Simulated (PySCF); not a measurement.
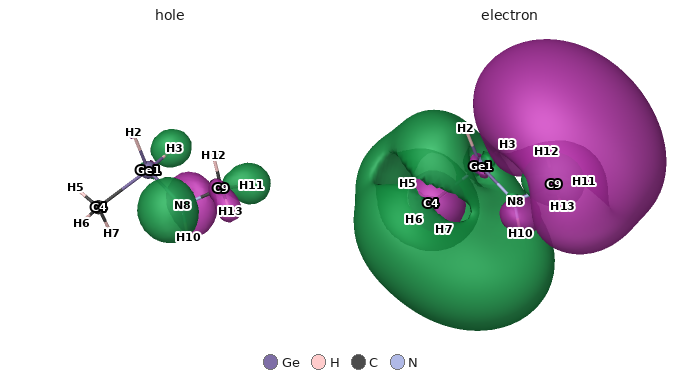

*GeH2Me(NHMe) (C₂H₉GeN). Leading natural transition orbital pair of S₂ (TDA singlet states); the surfaces enclose about 70 % of each orbital's density.*

Computed with PySCF, CAM-B3LYP/aug-cc-pVDZ, geometry: GFN2-xTB. No frequency check shows the geometry to be a minimum. GFN2-xTB bond lengths at metals and heavier atoms can be off by up to 0.1 Å and shapes distorted, which carries into these values.

Give its energy and the atoms that hole and electron lie on.

6.00 eV (207 nm), f = 0.018, diffuse (Rydberg-like) orbital; the leading pair carries 100 %; hole on N8 (57 %), Ge1 (10 %) and C9 (9 %), electron on Ge1 (18 %), H12 (11 %) and C9 (11 %) (atom shares of so diffuse an orbital are rough); their centroids lie 0.6 Å apart. In canonical orbitals it is mainly HOMO → LUMO+1 (69 %). The HOMO–LUMO gap is 8.12 eV.
